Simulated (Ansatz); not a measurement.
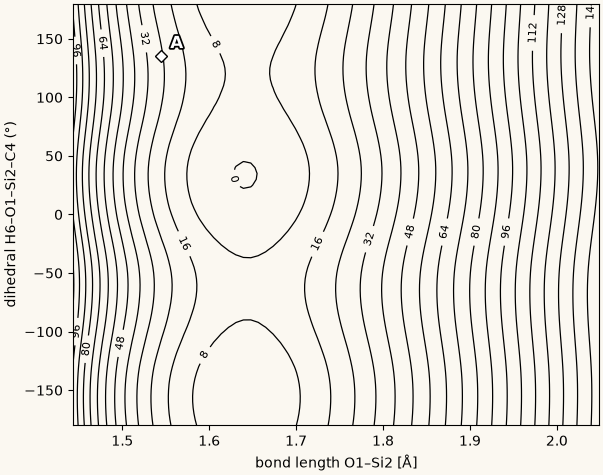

CH₃BrO₂Si, SMILES O[Si]1(Br)CO1. Coordinates scanned: (1) bond length O1–Si2; (2) dihedral H6–O1–Si2–C4. Nothing is relaxed (all other coordinates rigid). The grid has 7 × 8 points. Points are written as (first, second). Energies: kJ/mol, counted from the lowest grid point. Computed with Ansatz, RKS PBE0-D4/def2-SVP.

In the figure: contour lines labelled in kJ/mol, the point A. Between grid points the surface is interpolated.

**Is A at rest? If not, where is it pushed?**

A, at (1.544 Å, 135°), is not a stationary point. The computed force is 420 kJ/mol for each Å towards larger values of bond length O1–Si2 and 0.077 kJ/mol for each degree towards larger values of dihedral H6–O1–Si2–C4.
